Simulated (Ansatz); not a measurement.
**UCCSDTQ/STO-6G run of AlClH2N (SMILES [NH2][Al][Cl])**

What is the vertical doublet–quartet gap of AlClH2N at UCCSDTQ/STO-6G? 

Program for the calculation: Ansatz 0.2.0.

## Step 1: The structure to begin with

AlClH2N: 5 atoms, total charge 0, spin state doublet. As SMILES, `[NH2][Al][Cl]`. The shape is that of a PBE0-D4/def2-TZVP optimisation.

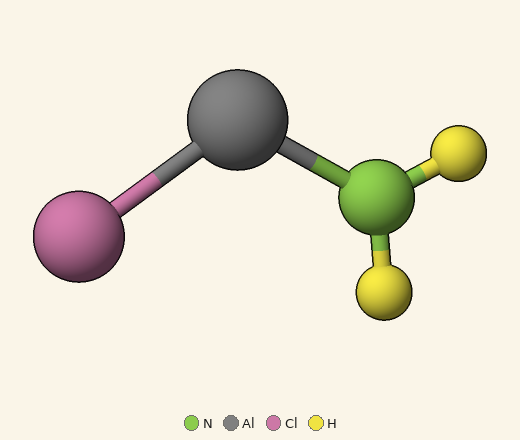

The structure, seen from a chosen angle (nitrogen green, aluminium grey, chlorine pink, hydrogen yellow).

## Step 2: A single-point energy at UCCSDTQ/STO-6G

The input, in.yaml:

```yaml
crystal:
  periodic: [false, false, false]
  atoms:
    - {symbol: "N", position_ang: [-0.549400, 0.461700, -0.232000]}
    - {symbol: Al, position_ang: [0.402600, -0.291600, 1.049100]}
    - {symbol: Cl, position_ang: [1.907000, -1.649700, 0.440800]}
    - {symbol: H, position_ang: [-1.293600, 1.123300, -0.083500]}
    - {symbol: H, position_ang: [-0.416600, 0.282700, -1.215900]}
basis:
  gaussian:
    orbitals: STO-6G.json
magnetization:
  spin_polarized: true
  initial_magnetization: 1
correlation:
  method: ccsdtq
accuracy: high
```

The basis set STO-6G is read from a file made from the Basis Set Exchange's data (not shown).

The run is started by

```bash
ansatz run in.yaml --threads 1 --pin off --max-ram 2610MiB --events-out events.jsonl --progress --plain --runs-dir runs
```

Output (excerpt; [...] marks lines left out):

```text
Warning: RAYON_NUM_THREADS=1 ignored (pool sized by the plan → 1); use --threads N
Functional definition: HF
  name "HF"
[...]
455 factors; integrals over basis functions are off by at most 4.5e-8 eV
[...]
mean field -20530.22731802 eV, -754.4719380493 hartree, gradient 9.5e-9 eV, S^2 0.752741; 0 other end points of the search recorded, 0 dependent functions left out
11 core orbitals not correlated: weight in the atoms' cores, before any rotation towards them, 1.000 or more for the frozen orbitals, at most 0.000 for the correlated occupied ones
reference -20530.22731802 eV, -754.4719380493 hartree; 9, 8 occupied and 5, 6 virtual orbitals, 455 factors
second order -1.70470978 eV of doubles, -0.00000000 eV of singles
cycle   1  -1.98610605 eV  change   -2.8e-1 eV  update   7.0e-2
[...]
cycle  25  -2.26632796 eV  change   -1.8e-9 eV  update   2.0e-9
Total energy: -20532.49364598 eV, -754.5552240656 hartree
```

It took 55 s on 1 thread of AMD EPYC 9R45 (Zen 5), shared host; peak memory 0.58 GiB.

## Step 3: The quartet at the same level

Changes to in.yaml since step 2:

```diff
@@ -13,3 +13,3 @@
   spin_polarized: true
-  initial_magnetization: 1
+  initial_magnetization: 3
 correlation:
```

The basis set STO-6G is read from a file made from the Basis Set Exchange's data (not shown).

The run is started by

```bash
ansatz run in.yaml --threads 1 --pin off --max-ram 2610MiB --events-out events.jsonl --progress --plain --runs-dir runs
```

Output (excerpt; [...] marks lines left out):

```text
Warning: RAYON_NUM_THREADS=1 ignored (pool sized by the plan → 1); use --threads N
[... 2 set-up lines as earlier in the session ...]
[...]
455 factors; integrals over basis functions are off by at most 4.5e-8 eV
[...]
mean field -20524.11048389 eV, -754.2471485413 hartree, gradient 2.3e-8 eV, S^2 3.758755; 1 other end points of the search recorded, 0 dependent functions left out
determinant -20524.11048389 eV, -754.2471485413 hartree, with singles and doubles -20525.74344308 eV, -754.3071586845 hartree
determinant -20520.62835054 eV, -754.1191825010 hartree, with singles and doubles -20522.38600450 eV, -754.1837750926 hartree
11 core orbitals not correlated: weight in the atoms' cores, before any rotation towards them, 1.000 or more for the frozen orbitals, at most 0.000 for the correlated occupied ones
reference -20524.11048389 eV, -754.2471485413 hartree; 10, 7 occupied and 4, 7 virtual orbitals, 455 factors
second order -1.15903055 eV of doubles, -0.00000000 eV of singles
cycle   1  -1.44680021 eV  change   -2.9e-1 eV  update   4.5e-2
[...]
cycle  39  -1.65055098 eV  change  -5.3e-12 eV  update   1.2e-9
Total energy: -20525.76103488 eV, -754.3078051712 hartree
```

Wall time 65 s (1 thread of AMD EPYC 9R45 (Zen 5), shared host); peak memory 0.57 GiB.

## Step 4: What came out

At UCCSDTQ/STO-6G, 11 core orbitals frozen:

```
                                             quantity          value
                                doublet: total energy  -754.55522 Eh
doublet: correlation energy (11 core orbitals frozen)      -83.3 mEh
                                        doublet: ⟨S²⟩          0.753
                               doublet: T1 diagnostic          0.015
                                quartet: total energy  -754.30781 Eh
quartet: correlation energy (11 core orbitals frozen)      -60.7 mEh
                                        quartet: ⟨S²⟩          3.759
                               quartet: T1 diagnostic          0.007
     vertical energy of the quartet above the doublet       6.733 eV
```

At this shape the quartet lies 6.73 eV (650 kJ/mol) above the doublet.
